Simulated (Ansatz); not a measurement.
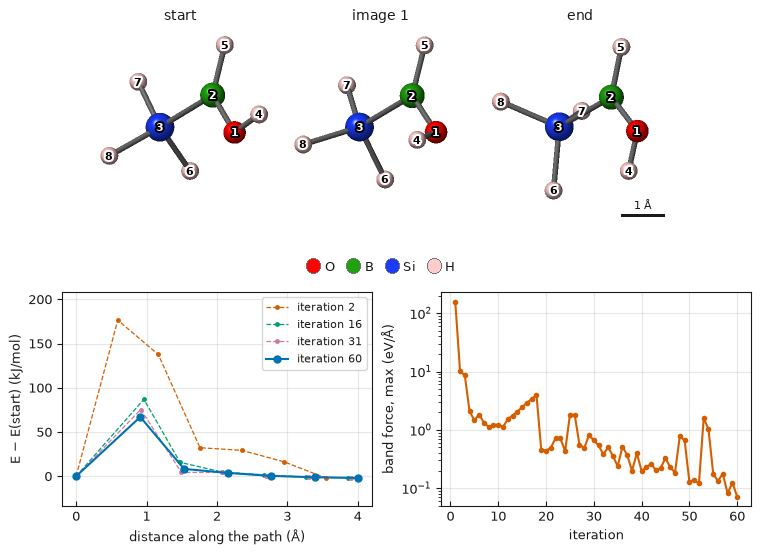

A search for the minimum-energy path of BSiH₅O by the nudged elastic band. Images are numbered from 0 (start) to 6 (end). The plot follows the band through its iterations. A ball-and-stick model, seen from a free direction.

The calculation used RKS PBE0-D4/cc-pVDZ in Ansatz 0.2.0. Set-up: 5 movable images; climbing image; force threshold 0.03 eV/Å; iteration limit 60; optimiser L-BFGS; starting path through a guess of the saddle point.

Question: Judge this run.

Answer: The result isn't final. The band hadn't converged when the run stopped after 60 iterations. The largest component of the band force went from 160 to 0.072 eV/Å. The barrier read from it is provisional, though the highest image hardly moved in the last two iterations. The first iteration put the highest image at 2358.6 kJ/mol. The highest point, image 1, lies 67.0 kJ/mol above the start and 68.9 kJ/mol above the end; the end is at −1.9 kJ/mol relative to the start.
